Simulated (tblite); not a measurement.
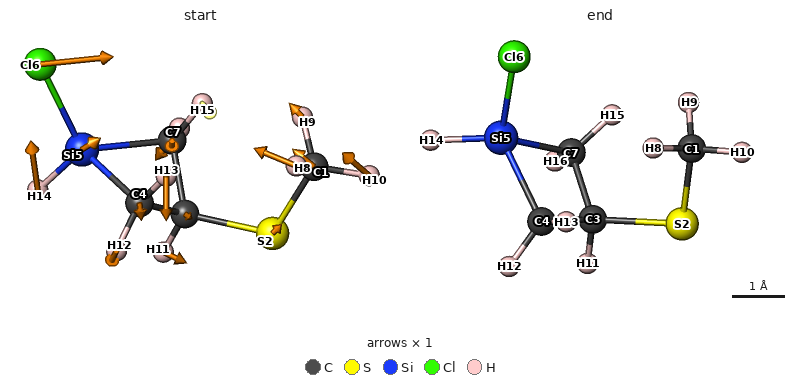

The structure of C4H9ClSSi before (left) and after (right) a relaxation, at one scale. The orange arrows give the displacements, at their true length.

A ball-and-stick model, seen at a tilt.

Level of theory: GFN2-xTB geometry optimisation, gas phase (tblite). 

Q: Summarise the run.

A: The atom that moves furthest after the best rigid fit is Cl6 (1.60 Å). By element the largest moves are Cl 1.60 Å, H 1.23 Å, C 0.58 Å, Si 0.55 Å, S 0.27 Å. Near-neighbour distances that change, for instance: C4–Si5 1.840 → 1.912 Å, Si5–C7 1.862 → 1.911 Å, Si5–Cl6 2.065 → 2.016 Å, C3–H11 1.126 → 1.090 Å. Bond angles that change, for instance: C4–C3–C7 87.6° → 100.9°, C1–S2–C3 112.4° → 102.5°, C4–Si5–C7 68.8° → 77.0°. Groups turn about C3–C7 by about 40°, C3–C4 by about 40°, Si5–C7 by about 35°. Over 98 geometry steps the energy falls by 0.984 eV.
